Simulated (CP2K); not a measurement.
# CHClGaNO (SMILES O=C=[N][GaH][Cl]) at PBE/DZVP-MOLOPT-SR-GTH (core potential)

What is the vertical ionisation energy of CHClGaNO at PBE/DZVP-MOLOPT-SR-GTH (core potential)? 

The results are computed with CP2K 2026.2.

1 further run of the same task is left out (set aside as unsound or not needed).

**1. Starting point**

CHClGaNO: 6 atoms, total charge 0, spin state singlet. SMILES: `O=C=[N][GaH][Cl]`. Geometry: relaxed at PBE0-D4/def2-TZVP. This is one conformer, not always the lowest.

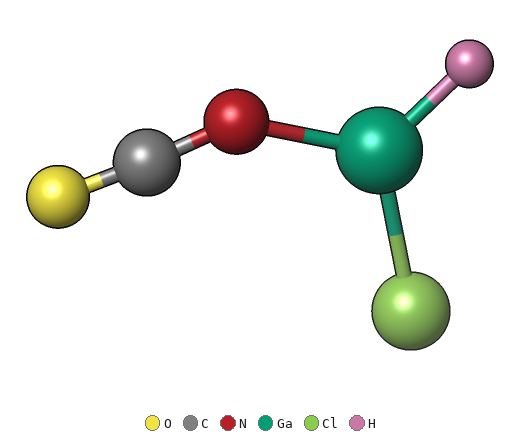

The structure, seen from a chosen angle (oxygen yellow, carbon grey, nitrogen red, gallium teal, chlorine green, hydrogen pink).

**2. A single-point energy at PBE/DZVP-MOLOPT-SR-GTH (core potential)**

qs.inp

```
&GLOBAL
 PROJECT qs
 RUN_TYPE ENERGY
 PRINT_LEVEL MEDIUM
&END
&FORCE_EVAL
 METHOD QS
 &DFT
  BASIS_SET_FILE_NAME BASIS_MOLOPT
  POTENTIAL_FILE_NAME GTH_POTENTIALS
  CHARGE 0
  MULTIPLICITY 1
  &QS
   METHOD GPW
   EPS_DEFAULT 1.0E-10
  &END
  &MGRID
   CUTOFF 400
   REL_CUTOFF 50
   NGRIDS 4
  &END
  &POISSON
   PERIODIC NONE
   POISSON_SOLVER MULTIPOLE
  &END
  &SCF
   SCF_GUESS ATOMIC
   EPS_SCF 1.0E-06
   MAX_SCF 80
   ADDED_MOS 10
   &DIAGONALIZATION
    ALGORITHM STANDARD
   &END
   &MIXING
    METHOD BROYDEN_MIXING
    ALPHA 0.3
    NBUFFER 8
   &END
  &END
  &XC
   &XC_FUNCTIONAL PBE
   &END
  &END
  &PRINT
   &MOMENTS
    PERIODIC F
    REFERENCE COM
    MAX_MOMENT 1
   &END
   &MO ON
    ENERGIES T
    OCCUPATION_NUMBERS T
    NDIGITS 6
    &EACH
     QS_SCF 0
    &END
    ADD_LAST NUMERIC
   &END
   &HIRSHFELD OFF
   &END
  &END
 &END
 &SUBSYS
  &CELL
   ABC [angstrom] 10.1 12.2 8.4
   PERIODIC NONE
  &END
  &COORD
   O      3.579500     3.519500     3.512750
   C      3.587900     4.660100     3.741850
   N      3.522900     5.841400     3.961550
   Ga     4.528200     7.270500     4.485150
   Cl     6.577100     6.840700     4.887250
   H      3.924800     8.680500     4.622150
  &END
  &KIND O
   BASIS_SET DZVP-MOLOPT-SR-GTH-q6
   POTENTIAL GTH-PBE-q6
  &END
  &KIND C
   BASIS_SET DZVP-MOLOPT-SR-GTH-q4
   POTENTIAL GTH-PBE-q4
  &END
  &KIND N
   BASIS_SET DZVP-MOLOPT-SR-GTH-q5
   POTENTIAL GTH-PBE-q5
  &END
  &KIND Ga
   BASIS_SET DZVP-MOLOPT-SR-GTH-q13
   POTENTIAL GTH-PBE-q13
  &END
  &KIND Cl
   BASIS_SET DZVP-MOLOPT-SR-GTH-q7
   POTENTIAL GTH-PBE-q7
  &END
  &KIND H
   BASIS_SET DZVP-MOLOPT-SR-GTH-q1
   POTENTIAL GTH-PBE-q1
  &END
 &END
&END
```

Started as:

```sh
$ OMP_NUM_THREADS=1 cp2k.psmp -i qs.inp -o qs.out
```

Log:

```text
CP2K| version string:                                       CP2K version 2026.2
[...]
 GLOBAL| Method name                                                        CP2K
[...]
 GLOBAL| Run type                                                         ENERGY
[...]
 DFT| Spin restricted Kohn-Sham (RKS) calculation                            RKS
 DFT| Multiplicity                                                             1
[...]
 DFT| Charge                                                                   0
[...]
 FUNCTIONAL| PBE:
 QS| Method:                                                                 GPW
[...]
 QS| Density cutoff [a.u.]:                                                200.0
[...]
 QS| Relative density cutoff [a.u.]:                                        25.0
[...]
                             - Atoms:                                          6
[...]
                             - Spherical basis functions:                     82
[...]
 Number of electrons:                                                         36
[...]
     1 NoMix/Diag. 0.30E+00    1.0     1.06760737      -121.4912144153 -1.21E+02
[...]
    20 Broy./Diag. 0.30E+00    1.3     0.00000093      -121.8421418700  7.91E-07
  *** SCF run converged in    20 steps ***
[...]
  Overlap energy of the core charge distribution:               0.00000404437038
  Self energy of the core charge distribution:               -212.12999358089868
  Core Hamiltonian energy:                                     60.81337807180225
  Hartree energy:                                              50.65491918028319
  Exchange-correlation energy:                                -21.18044958558883
  Total energy:                                              -121.84214187003171
[...]
                     Mulliken Population Analysis
 #  Atom  Element  Kind  Atomic population                           Net charge
       1     O        1          6.132451                             -0.132451
       2     C        2          3.599108                              0.400892
       3     N        3          5.379975                             -0.379975
       4     Ga       4         12.842881                              0.157119
       5     Cl       5          7.151581                             -0.151581
       6     H        6          0.894003                              0.105997
 # Total charge                             36.000000                 -0.000000
[...]
  Dipole moment [Debye]
    X= -0.5157254E+00 Y=  0.2402422E+01 Z=  0.3571275E+00  Total=      2.4829710
 ENERGY| Total FORCE_EVAL ( QS ) energy [hartree]           -121.842141870031710
[...]
```

Run time: 24 s. Hardware: 1 thread of Arm Neoverse V2, shared host; peak memory 1.5 GiB.

**3. The doublet cation at the same level**

job.inp

```
&GLOBAL
  PROJECT job
  RUN_TYPE ENERGY
  PRINT_LEVEL MEDIUM
&END GLOBAL

&FORCE_EVAL
  METHOD QUICKSTEP
  &DFT
    BASIS_SET_FILE_NAME BASIS_MOLOPT
    POTENTIAL_FILE_NAME GTH_POTENTIALS
    CHARGE 1
    MULTIPLICITY 2
    SPIN_POLARIZED T
    &QS
      METHOD GPW
      EPS_DEFAULT 1.0E-10
    &END QS
    &MGRID
      CUTOFF 400
      REL_CUTOFF 50
      NGRIDS 4
    &END MGRID
    &POISSON
      PERIODIC NONE
      POISSON_SOLVER MULTIPOLE
    &END POISSON
    &SCF
      SCF_GUESS ATOMIC
      EPS_SCF 1.0E-05
      MAX_SCF 40
      &OT ON
        MINIMIZER DIIS
        PRECONDITIONER FULL_ALL
      &END OT
      &OUTER_SCF
        EPS_SCF 1.0E-05
        MAX_SCF 2
      &END OUTER_SCF
    &END SCF
    &XC
      &XC_FUNCTIONAL PBE
      &END XC_FUNCTIONAL
    &END XC
    &PRINT
      &MOMENTS
        PERIODIC F
        REFERENCE COM
        MAX_MOMENT 1
      &END MOMENTS
      &MO_CUBES
        NLUMO 2
        NHOMO -1
        WRITE_CUBE F
      &END MO_CUBES
      &HIRSHFELD OFF
      &END HIRSHFELD
    &END PRINT
  &END DFT
  &SUBSYS
    &CELL
      ABC [angstrom] 10.1 12.2 8.4
      PERIODIC NONE
    &END CELL
    &COORD
      O     -0.700200    -2.626600    -0.696700
      C     -0.691800    -1.486000    -0.467600
      N     -0.756800    -0.304700    -0.247900
      Ga     0.248500     1.124400     0.275700
      Cl     2.297400     0.694600     0.677800
      H     -0.354900     2.534400     0.412700
    &END COORD
    &TOPOLOGY
      &CENTER_COORDINATES
      &END CENTER_COORDINATES
    &END TOPOLOGY
    &KIND O
      BASIS_SET DZVP-MOLOPT-SR-GTH-q6
      POTENTIAL GTH-PBE-q6
    &END KIND
    &KIND C
      BASIS_SET DZVP-MOLOPT-SR-GTH-q4
      POTENTIAL GTH-PBE-q4
    &END KIND
    &KIND N
      BASIS_SET DZVP-MOLOPT-SR-GTH-q5
      POTENTIAL GTH-PBE-q5
    &END KIND
    &KIND Ga
      BASIS_SET DZVP-MOLOPT-SR-GTH-q13
      POTENTIAL GTH-PBE-q13
    &END KIND
    &KIND Cl
      BASIS_SET DZVP-MOLOPT-SR-GTH-q7
      POTENTIAL GTH-PBE-q7
    &END KIND
    &KIND H
      BASIS_SET DZVP-MOLOPT-SR-GTH-q1
      POTENTIAL GTH-PBE-q1
    &END KIND
  &END SUBSYS
&END FORCE_EVAL
```

Started as:

```sh
$ OMP_NUM_THREADS=1 cp2k.psmp -i job.inp -o job.out
```

Log:

```text
CP2K| version string:                                       CP2K version 2026.2
[...]
 GLOBAL| Method name                                                        CP2K
[...]
 GLOBAL| Run type                                                         ENERGY
[...]
 DFT| Spin unrestricted (spin-polarized) Kohn-Sham calculation               UKS
 DFT| Multiplicity                                                             2
[...]
 DFT| Charge                                                                   1
[...]
 FUNCTIONAL| PBE:
 QS| Method:                                                                 GPW
[...]
 QS| Density cutoff [a.u.]:                                                200.0
[...]
 QS| Relative density cutoff [a.u.]:                                        25.0
[...]
                             - Atoms:                                          6
[...]
                             - Spherical basis functions:                     82
[...]
 Number of electrons:                                                         18
[...]
     1 OT DIIS     0.15E+00    1.6     0.09978088      -118.1846372220 -1.18E+02
[...]
    23 OT DIIS     0.15E+00    2.0     0.00000808      -121.4572896413 -1.02E-07
  *** SCF run converged in    23 steps ***
[...]
  Overlap energy of the core charge distribution:               0.00000404437038
  Self energy of the core charge distribution:               -212.12999358089868
  Core Hamiltonian energy:                                     60.44992622219216
  Hartree energy:                                              51.05061821998159
  Exchange-correlation energy:                                -20.82784454699485
  Total energy:                                              -121.45728964134942
[...]
                     Mulliken Population Analysis
 #  Atom  Element  Kind  Atomic population (alpha,beta) Net charge  Spin moment
       1     O        1         3.101745     2.840442     0.057813     0.261303
       2     C        2         1.723689     1.782536     0.493775    -0.058846
       3     N        3         2.808264     2.404263    -0.212527     0.404001
       4     Ga       4         6.302760     6.328831     0.368409    -0.026071
       5     Cl       5         3.627697     3.214296     0.158007     0.413401
       6     H        6         0.435844     0.429632     0.134524     0.006212
 # Total charge and spin       18.000000    17.000000     1.000000     1.000000
[...]
  Dipole moment [Debye]
    X= -0.8168464E+00 Y=  0.2822476E+00 Z= -0.1449409E+00  Total=      0.8763045
[...]
 HOMO - LUMO gap [eV] :    0.216495
 ENERGY| Total FORCE_EVAL ( QS ) energy [hartree]           -121.457289641349419
[...]
```

It took 1.9 min on 1 thread of Arm Neoverse V2, shared host; peak memory 1.1 GiB.

**4. Outcome**

At PBE/DZVP-MOLOPT-SR-GTH (core potential):

```
                                          quantity          value
                    singlet CHClGaNO: total energy  -121.84214 Eh
                   singlet CHClGaNO: dipole moment         2.48 D
                     singlet CHClGaNO: HOMO energy       -7.41 eV
                     singlet CHClGaNO: LUMO energy       -2.56 eV
                   singlet CHClGaNO: HOMO–LUMO gap        4.85 eV
                      doublet cation: total energy  -121.45729 Eh
doublet cation: HOMO energy (highest over α and β)      -13.72 eV
 doublet cation: LUMO energy (lowest over α and β)      -13.50 eV
                              doublet cation: ⟨S²⟩          0.756
vertical ionisation energy (to the doublet cation)      10.472 eV
```

**Reading.** Removing an electron at fixed nuclei costs 10.47 eV (241 kcal/mol). The negative HOMO energy of the first species, 7.41 eV, lies 3.06 eV below that difference.
